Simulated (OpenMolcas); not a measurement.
# Multiconfigurational calculation: Cr²⁺ complex (part 2 of 2)

The same run, continued: Cr²⁺ with 4 ligands (Br; tetrahedron, 2.58 Å), neutralised by 4 outer point charges of +0.5 e, whose field is part of the energies. Method: state-averaged CASSCF, active space 4 electrons in the shell 3d, basis ANO-RCC-VDZP on the metal and ANO-RCC-VDZP on the ligands, DKH2 scalar Hamiltonian, spin-orbit coupling by RASSI with atomic mean-field integrals (OpenMolcas).

**Output (extracts), continued**
```
--- RASSI ---
SPIN-FREE ENERGIES:
  (Shifted by EMIN (a.u.) =     -11467.7262214405)

 SF State       Relative EMIN(au)   Rel lowest level(eV)    D:o, cm**(-1)

     1             0.0000000000        0.0000000000              0.0000
     2             0.0000000000        0.0000000000              0.0000
     3             0.0000000000        0.0000000000              0.0000
     4             0.0096327627        0.2621208262           2114.1470
     5             0.0096327627        0.2621208262           2114.1470
     6             0.0806208012        2.1938037621          17694.2206
     7             0.0806208012        2.1938037621          17694.2206
     8             0.0806208012        2.1938037621          17694.2206
     9             0.0841001686        2.2884821706          18457.8535
    10             0.0841001686        2.2884821706          18457.8535
    11             0.0841001686        2.2884821706          18457.8535
    12             0.0886056110        2.4110815054          19446.6838
    13             0.0886056110        2.4110815054          19446.6838
    14             0.0886056110        2.4110815054          19446.6838
    15             0.0912886063        2.4840895260          20035.5332
    16             0.0912886063        2.4840895260          20035.5332
    17             0.0968068672        2.6342490533          21246.6515
    18             0.0968068672        2.6342490533          21246.6515
    19             0.0968068672        2.6342490533          21246.6515
    20             0.1001094175        2.7241160271          21971.4775
    21             0.1001094175        2.7241160271          21971.4775
    22             0.1001094175        2.7241160271          21971.4775
    23             0.1036273815        2.8198447045          22743.5814
    24             0.1036273815        2.8198447045          22743.5814
    25             0.1036273815        2.8198447045          22743.5814
    26             0.1047433973        2.8502130410          22988.5185
    27             0.1066993667        2.9034376786          23417.8042
    28             0.1066993667        2.9034376786          23417.8042
    29             0.1066993667        2.9034376786          23417.8042
    30             0.1106896811        3.0120196666          24293.5770
    31             0.1106896811        3.0120196666          24293.5770
    51             0.1144033640        3.1130741247          25108.6361
    33             0.1161005297        3.1592563557          25481.1209
    34             0.1161005297        3.1592563557          25481.1209
    32             0.1161005297        3.1592563557          25481.1209
    35             0.1164234568        3.1680436522          25551.9953
    52             0.1201416694        3.2692213690          26368.0486
    53             0.1201416694        3.2692213690          26368.0486
    54             0.1201416694        3.2692213690          26368.0486
    55             0.1257180472        3.4209623415          27591.9221
Eigenvalues of complex Hamiltonian:
   -----------------------------------
  (Shifted by EMIN (a.u.) =     -11467.7262214405)

 SO State       Relative EMIN(au)   Rel lowest level(eV)    D:o, cm**(-1)

     1            -0.0006665352        0.0000000000              0.0000
     2            -0.0005731032        0.0025424144             20.5060
     3            -0.0005731032        0.0025424144             20.5060
     4            -0.0005731032        0.0025424144             20.5060
     5            -0.0004854705        0.0049270239             39.7391
     6            -0.0004854705        0.0049270239             39.7391
     7            -0.0004854705        0.0049270239             39.7391
     8             0.0000915895        0.0206296240            166.3891
     9             0.0000915895        0.0206296240            166.3891
    10             0.0001512948        0.0222542905            179.4930
    11             0.0001512948        0.0222542905            179.4930
    12             0.0001512948        0.0222542905            179.4930
    13             0.0005966420        0.0343728031            277.2354
    14             0.0005966420        0.0343728031            277.2354
    15             0.0005966420        0.0343728031            277.2354
    16             0.0096107281        0.2796585834           2255.5986
    17             0.0096493722        0.2807101417           2264.0800
    18             0.0096493722        0.2807101417           2264.0800
    19             0.0096493722        0.2807101417           2264.0800
    20             0.0096874515        0.2817463319           2272.4374
    21             0.0096874515        0.2817463319           2272.4374
    22             0.0097208811        0.2826559992           2279.7744
    23             0.0097208811        0.2826559992           2279.7744
    24             0.0097208811        0.2826559992           2279.7744
    25             0.0097540631        0.2835589273           2287.0570
    26             0.0797785090        2.1890211696          17655.6464
    27             0.0802675749        2.2023293319          17762.9840
    28             0.0802675749        2.2023293320          17762.9840
    29             0.0802675749        2.2023293311          17762.9840
    30             0.0808098464        2.2170852915          17881.9988
    31             0.0808098465        2.2170852928          17881.9988
    32             0.0808678485        2.2186636071          17894.7288
    33             0.0808678485        2.2186636072          17894.7288
    34             0.0808678485        2.2186636081          17894.7288
    35             0.0838291859        2.2992457043          18544.6673
    36             0.0838291859        2.2992457051          18544.6673
    37             0.0838291859        2.2992457042          18544.6672
    38             0.0839115397        2.3014866645          18562.7418
    39             0.0839115396        2.3014866632          18562.7418
    40             0.0842449749        2.3105599000          18635.9224
    41             0.0842449749        2.3105598991          18635.9224
Weights of the five most important spin-orbit-free states for each spin-orbit state.

 SO State  Total energy (au)           Spin-free states, spin, and weights
 -------------------------------------------------------------------------------------------------------
    1        -0.000667       3 2.0  0.3277    2 2.0  0.3277    1 2.0  0.3277    5 2.0  0.0082    4 2.0  0.0082
    2        -0.000573       3 2.0  0.4683    2 2.0  0.2974    1 2.0  0.2244    5 2.0  0.0077    4 2.0  0.0018
    3        -0.000573       3 2.0  0.4072    1 2.0  0.3802    2 2.0  0.2026    4 2.0  0.0065    5 2.0  0.0030
    4        -0.000573       2 2.0  0.4901    1 2.0  0.3855    3 2.0  0.1145    4 2.0  0.0059    5 2.0  0.0036
    5        -0.000485       3 2.0  0.4221    2 2.0  0.3011    1 2.0  0.2746    4 2.0  0.0010    5 2.0  0.0008
    6        -0.000485       2 2.0  0.3741    1 2.0  0.3670    3 2.0  0.2568    5 2.0  0.0012    4 2.0  0.0006
    7        -0.000485       1 2.0  0.3562    2 2.0  0.3227    3 2.0  0.3189    4 2.0  0.0011    5 2.0  0.0007
    8         0.000092       2 2.0  0.3986    3 2.0  0.3267    1 2.0  0.2649    5 2.0  0.0047    4 2.0  0.0047
    9         0.000092       1 2.0  0.3952    3 2.0  0.3335    2 2.0  0.2615    4 2.0  0.0047    5 2.0  0.0047
   10         0.000151       3 2.0  0.3755    2 2.0  0.3164    1 2.0  0.3045    5 2.0  0.0033    4 2.0  0.0001
   11         0.000151       3 2.0  0.4247    1 2.0  0.3182    2 2.0  0.2534    4 2.0  0.0024    5 2.0  0.0010
   12         0.000151       2 2.0  0.4265    1 2.0  0.3737    3 2.0  0.1961    4 2.0  0.0026    5 2.0  0.0008
```

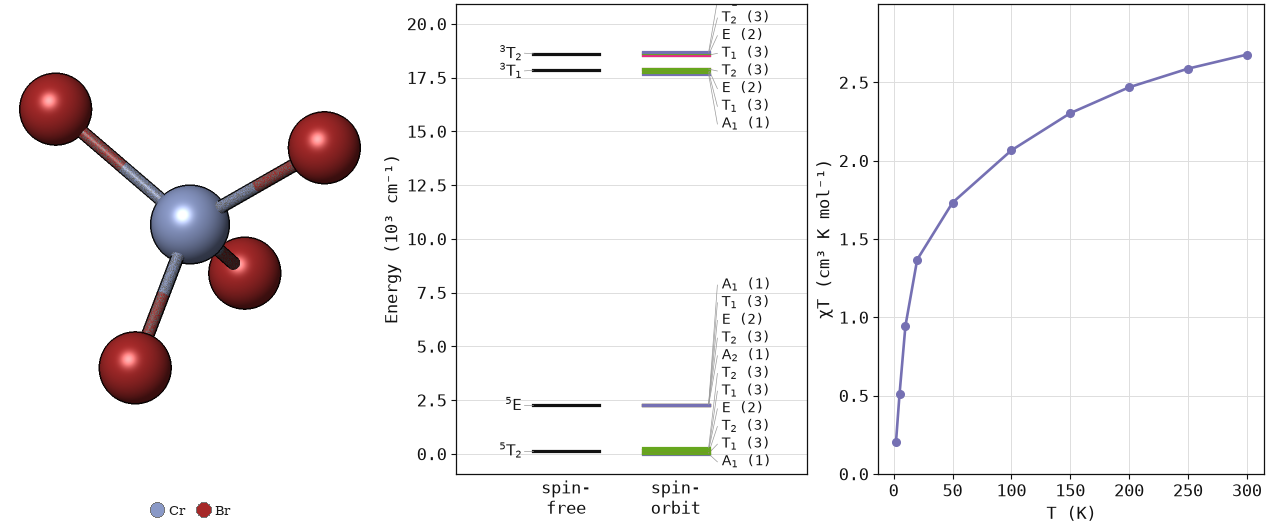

**Figure 1.** Cr²⁺ (3d⁴) with 4 ligands, Br⁻, at 2.58 Å (arrangement: tetrahedron, Td), neutralised by outer point charges of +0.5 e, and its levels and susceptibility. Labels give the representation in O, Td, D4 or D3 as the site allows (double group for half-integer spin) where it could be assigned and, in brackets, the degeneracy; spin-free states, where drawn, share the zero of the spin-orbit levels. Powder susceptibility by Van Vleck's formula. The ground level is A₁, non-degenerate, 100 % from states of spin multiplicity 5. The next level lies at 21 cm⁻¹ (T₁). The lowest spin-free state is ⁵T₂, from the free-ion D term; of the same spin there follows at 2,110 cm⁻¹ (⁵E) above it. A ligand-field fit to the spin-free states gives |10Dq| = 2,070 cm⁻¹, B = 952 and C = 3,640 cm⁻¹ (rms misfit 80 cm⁻¹). χT is 0.204 cm³ K mol⁻¹ at 2 K and 2.68 at 300 K, an effective moment of 4.63 μB. The active orbitals hold 95 to 98 % metal character (Löwdin), and the Mulliken charge of the metal is +1.26.

Outcome of the run: converged.
